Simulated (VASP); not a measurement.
Given:

```xyz
3
Lattice="4.9064 0.0000 0.0000 -2.4532 4.2490 0.0000 0.0000 0.0000 3.5207" Properties=species:S:1:pos:R:3 pbc="T T T"
Ca     0.0000     0.0000     0.0000
Hg     2.4532     1.4163     1.7606
Hg     0.0000     2.8327     1.7601
```

The numbers are results of PBEsol GGA, VASP's PBE PAW potentials (set 64) (plane waves; VASP), not measurements. Numerical set-up: 400 eV cut-off, 8×8×10 Γ-centred mesh, tetrahedra with Blöchl corrections, potentials Ca_sv Hg.

Unless said otherwise, spin-orbit coupling is left out, though it shifts the bands of the heavy elements here.

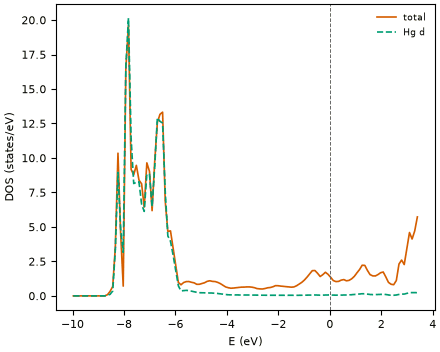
Figure. Total and projected density of states, zero at the Fermi level

Within 2 eV below the Fermi level the largest weight inside VASP's projection spheres is Hg p, then Hg s.

It has no gap at this level: it comes out as a metal or semimetal.

The structure comes from a computed database's CaHg2 entry (P-3m1); how it stands against other phases isn't given here. It was relaxed first, which changed the volume by -19 %. The relaxed cell has space group P6/mmm.
